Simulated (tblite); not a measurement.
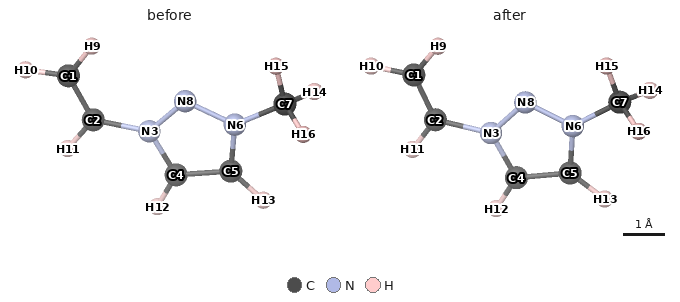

The structure of C5H8N3 (charge +1) before (left) and after (right) a relaxation, at one scale.

A ball-and-stick model, seen from a free direction.

All numbers below come from GFN2-xTB geometry optimisation, gas phase in tblite. 

Describe what moved and what it gained.

Answer. After 36 geometry steps the energy has fallen by 0.361 eV. The largest move after the best rigid fit is that of H15, 0.24 Å. By element the largest moves are H 0.24 Å, C 0.14 Å, N 0.07 Å. Near-neighbour distances that change, for instance: N6–N8 1.341 → 1.297 Å, C2–H11 1.107 → 1.079 Å, C7–H14 1.116 → 1.091 Å, N6–C7 1.454 → 1.432 Å. Bond angles that change, for instance: C1–C2–H11 116.6° → 124.0°, C7–N6–N8 127.0° → 120.8°, N3–C2–H11 118.9° → 113.4°.
